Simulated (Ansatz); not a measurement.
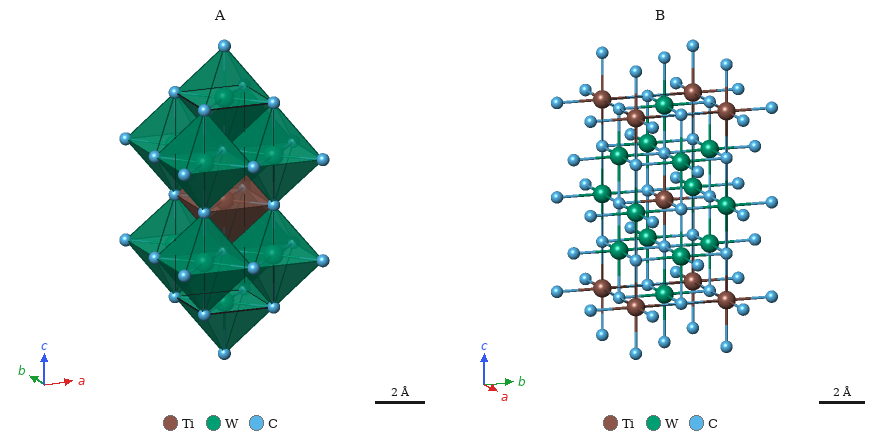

Two structures of TiW3C4, each relaxed to rest (conventional cells in solid outline, small ones repeated, not to one scale). Method: DFT PBE, scalar-relativistic, plane waves, PAW (Ansatz 0.2.0), without spin polarisation.

Which structures are these?

Answer. A: 8 atoms a cell on a primitive tetragonal lattice, P4/mmm. B: 16 atoms a cell on a body-centred tetragonal lattice, I4/mmm.

Which structure is more stable?

Answer. B is lower, by 23 meV/atom at this level of theory (energies at zero smearing). Volumes: A 10.4, B 10.4 Å³/atom.

One or both may be structure types tried for this composition rather than known phases.
